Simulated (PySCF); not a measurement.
# HF/STO-3G run of [PO2]+ (SMILES O=[P+]=O)

Aim: the vertical ionisation energy of [PO2]+ at HF/STO-3G, from 2 runs. The job is set up through a Python script.

Program for the calculation: PySCF 2.14.0.

**1. The molecule**

[PO2]+ has 3 atoms, charge +1, and is taken as a singlet. As SMILES, `O=[P+]=O`. Geometry: relaxed at GFN2-xTB.

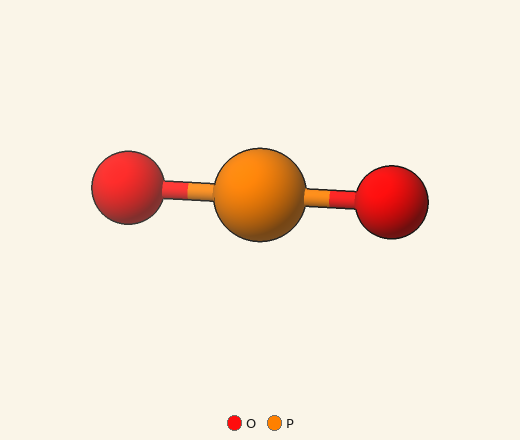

The structure, seen from a chosen angle (oxygen red, phosphorus orange).

**2. A single-point energy at HF/STO-3G**

Input file job.py:

```python
from pyscf import gto

mol = gto.Mole()
mol.atom = '''
O        0.792290       1.025900       0.548180
P        0.000230      -0.000210       0.000340
O       -0.792520      -1.025690      -0.548520
'''
mol.max_memory = 1860
mol.basis = 'sto-3g'
mol.verbose = 4
mol.charge = 1
mol.build()

calc0 = mol.RHF()
calc0.conv_tol = 1e-10
calc0.kernel()
if not calc0.converged:
    calc0 = calc0.newton().run(calc0.mo_coeff, calc0.mo_occ)

e_final = calc0.e_tot
print('E(%s) = %.9f' % ('HF', e_final))
```

Launch:

```bash
OMP_NUM_THREADS=1 python job.py
```

The program printed:

```text
PySCF version 2.14.0

[INPUT] num. atoms = 3
[INPUT] num. electrons = 30
[INPUT] charge = 1
[INPUT] spin (= nelec alpha-beta = 2S) = 0
[INPUT] symmetry False subgroup None
[INPUT] Mole.unit = angstrom
[INPUT] Symbol           X                Y                Z      unit          X                Y                Z       unit  Magmom
[INPUT]  1 O      0.792290000000   1.025900000000   0.548180000000 AA    1.497211111232   1.938670031191   1.035910066964 Bohr   0.0
[INPUT]  2 P      0.000230000000  -0.000210000000   0.000340000000 AA    0.000434637009  -0.000396842486   0.000642506882 Bohr   0.0
[INPUT]  3 O     -0.792520000000  -1.025690000000  -0.548520000000 AA   -1.497645748240  -1.938273188705  -1.036552573846 Bohr   0.0

nuclear repulsion = 102.269077003964
number of shells = 11
number of NR pGTOs = 57
number of NR cGTOs = 19
basis = sto-3g
ecp = {}

******** <class 'pyscf.scf.hf.RHF'> ********
method = RHF
initial guess = minao
damping factor = 0
level_shift factor = 0
DIIS = <class 'pyscf.scf.diis.CDIIS'>
diis_start_cycle = 1
diis_space = 8
diis_damp = 0
SCF conv_tol = 1e-10
SCF conv_tol_grad = None
SCF max_cycles = 50
direct_scf = True
direct_scf_tol = 1e-13
Set gradient conv threshold to 1e-05
Initial guess from minao.
init E= -485.069497030616
  HOMO = -0.461422994023387  LUMO = -0.0140728116638128  gap/eV = 12.17302
cycle= 1 E= -483.936148944793  delta_E= 1.13  |g|= 0.735  |ddm|= 2.95
  HOMO = -0.607792737422604  LUMO = -0.143080758208364  gap/eV = 12.64546
cycle= 2 E= -484.066866593386  delta_E= -0.131  |g|= 0.457  |ddm|= 1.72
  HOMO = -0.712869143463429  LUMO = -0.138409238530351  gap/eV = 15.63185
cycle= 3 E= -484.134911388454  delta_E= -0.068  |g|= 0.0235  |ddm|= 0.588
  HOMO = -0.713003808634385  LUMO = -0.129757616251047  gap/eV = 15.87094
cycle= 4 E= -484.135265590844  delta_E= -0.000354  |g|= 0.0058  |ddm|= 0.0765
  HOMO = -0.712692813111008  LUMO = -0.131427108701932  gap/eV = 15.81705
cycle= 5 E= -484.135294083072  delta_E= -2.85e-05  |g|= 0.00254  |ddm|= 0.0188
  HOMO = -0.712954620464014  LUMO = -0.131323257368225  gap/eV = 15.82700
cycle= 6 E= -484.135296665497  delta_E= -2.58e-06  |g|= 0.00235  |ddm|= 0.0083
  HOMO = -0.713076203414714  LUMO = -0.131235893271308  gap/eV = 15.83268
cycle= 7 E= -484.135298559229  delta_E= -1.89e-06  |g|= 2.35e-05  |ddm|= 0.00364
  HOMO = -0.713073297723666  LUMO = -0.131252478250624  gap/eV = 15.83215
cycle= 8 E= -484.135298559529  delta_E= -3e-10  |g|= 8.13e-06  |ddm|= 4.76e-05
  HOMO = -0.713073657958983  LUMO = -0.131251666731806  gap/eV = 15.83218
cycle= 9 E= -484.135298559636  delta_E= -1.07e-10  |g|= 4.12e-06  |ddm|= 4.01e-05
  HOMO = -0.713073431478312  LUMO = -0.131251932665695  gap/eV = 15.83217
cycle= 10 E= -484.135298559674  delta_E= -3.8e-11  |g|= 6.79e-07  |ddm|= 3.72e-05
  HOMO = -0.713073521190349  LUMO = -0.131251943976415  gap/eV = 15.83217
Extra cycle  E= -484.135298559674  delta_E= -3.41e-13  |g|= 3.7e-07  |ddm|= 1.65e-06
converged SCF energy = -484.135298559674
E(HF) = -484.135298560
```

Run time: 0.72 s. Hardware: 1 thread of Arm Neoverse V1, shared host; peak memory 0.12 GiB.

**3. Doublet [PO2]2+, same level**

Input file calc.py:

```python
from pyscf import gto

mol = gto.M(
    atom='''
O      0.792290     1.025900     0.548180
P      0.000230    -0.000210     0.000340
O     -0.792520    -1.025690    -0.548520
''',
    max_memory=1860,
    charge=2,
    spin=1,
    basis='sto-3g',
    verbose=3,
)

mf = mol.UHF()
mf.conv_tol = 1e-10
mf.kernel()
if not mf.converged:
    mf = mf.newton().run(mf.mo_coeff, mf.mo_occ)

energy = mf.e_tot
print('E = %.10f Eh' % energy)
```

Launch:

```bash
OMP_NUM_THREADS=1 python calc.py
```

The program printed:

```text
converged SCF energy = -483.518458590678  <S^2> = 1.1754898  2S+1 = 2.3878776
E = -483.5184585907 Eh
```

Run time: 0.74 s. Hardware: 1 thread of Arm Neoverse V1, shared host; peak memory 0.12 GiB.

**4. Results**

At HF/STO-3G:

| quantity | value |
| --- | --- |
| singlet [PO2]+: total energy | -484.13530 Eh |
| singlet [PO2]+: HOMO energy | -19.40 eV |
| singlet [PO2]+: LUMO energy | -3.57 eV |
| singlet [PO2]+: HOMO–LUMO gap | 15.83 eV |
| doublet [PO2]2+: total energy | -483.51846 Eh |
| doublet [PO2]2+: HOMO energy (highest over α and β) | -30.59 eV |
| doublet [PO2]2+: LUMO energy (lowest over α and β) | -14.68 eV |
| doublet [PO2]2+: ⟨S²⟩ | 1.175 |
| vertical ionisation energy (to the doublet dication) | 16.785 eV |

In words: Removing an electron at fixed nuclei costs 16.79 eV (1620 kJ/mol). The negative HOMO energy of the first species, 19.40 eV, lies 2.62 eV above that difference. In a minimal basis such a difference can be off by several eV, whatever the method. Mulliken charges (singlet [PO2]+) run from -0.25 on O1 to +1.50 on P2. ⟨S²⟩ (doublet [PO2]2+) is 1.18 where a pure doublet has 0.75: the reference is spin-contaminated. Mulliken charges (doublet [PO2]2+) run from +0.09 on O1 to +1.83 on P2.
